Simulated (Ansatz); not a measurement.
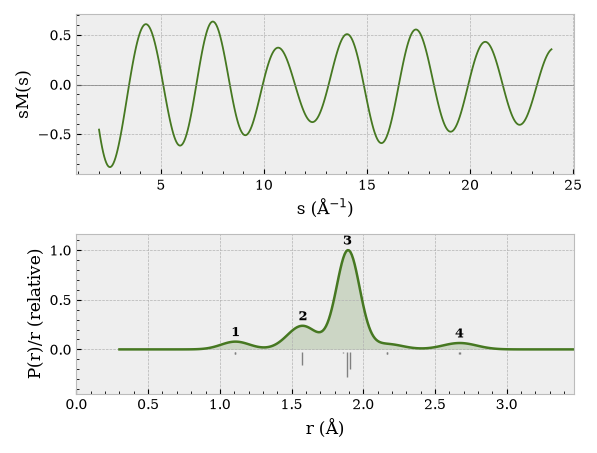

Simulated gas electron diffraction: reduced molecular intensity sM(s) from the Debye equation in the first Born approximation (top) and the radial distribution curve (bottom) of CH₂FSi (charge +1, ignored in the scattering factors). Each pair of atoms contributes with weight ZᵢZⱼ/r (bars below the curve); damping constant 0.002 Å²; vibrational amplitudes assumed, not computed: 0.05 Å for bonds, 0.078 Å for bonds to H, 0.06 + 0.015 r up to 0.15 Å for other pairs. The geometry is the end point of an optimisation (Ansatz 0.2.0, RKS revPBE-D4/def2-SVP); it may be a saddle point or a higher isomer.

Read the positions of the numbered peaks and name the main pairs (– for bonds).

Peak 1, 1.11 Å: C–H 1.11 Å (×2)
Peak 2, 1.58 Å: F···C 1.58 Å
Peak 3, 1.89 Å: Si–F 1.89 Å, Si–C 1.91 Å
Peak 4, 2.67 Å: Si···H 2.67 Å (×2)
